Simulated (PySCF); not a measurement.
SMILES CC(C)(C)CC(F)(F)F at its GFN2-xTB optimised geometry (Å):

```
20

C      1.3720    -0.0659     0.0000
C     -0.1573    -0.0659     0.0000
C     -0.6633    -0.7752     1.2608
C     -0.6783     1.3735     0.0000
C     -0.7140    -0.8449    -1.2118
C     -0.0821    -0.5612    -2.5601
F      0.0472     0.7378    -2.8630
F     -0.8303    -1.0949    -3.5474
F      1.1383    -1.1027    -2.6985
H      1.7609    -1.0786    -0.0776
H      1.7660     0.5192    -0.8271
H      1.7395     0.3718     0.9250
H     -0.3522    -0.2285     2.1471
H     -1.7492    -0.8346     1.2604
H     -0.2622    -1.7841     1.3252
H     -0.3452     1.9184    -0.8780
H     -1.7660     1.3882     0.0242
H     -0.3120     1.8964     0.8800
H     -1.7820    -0.6418    -1.3175
H     -0.5854    -1.9184    -1.0516
```

Level of theory: B3LYP/def2-SVP in PySCF. Cells within 0.4 Å of a nucleus heavier than hydrogen are left out (blank, or x).

Map of the log10 of the electron density (e/bohr³), floored at −4 on the plane z = 0.0 Å:

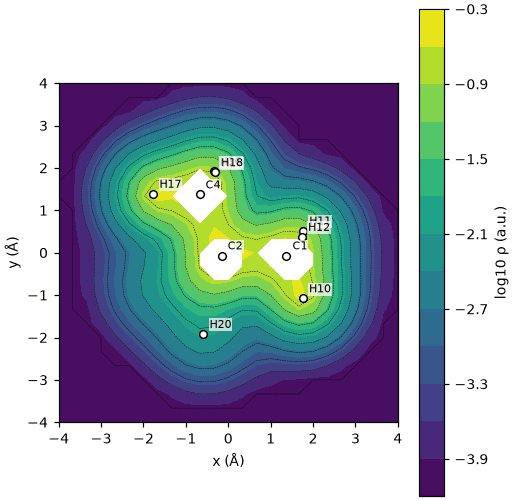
Figure: Log10 of the electron density (e/bohr³), floored at −4 on the plane z = 0.0 Å.
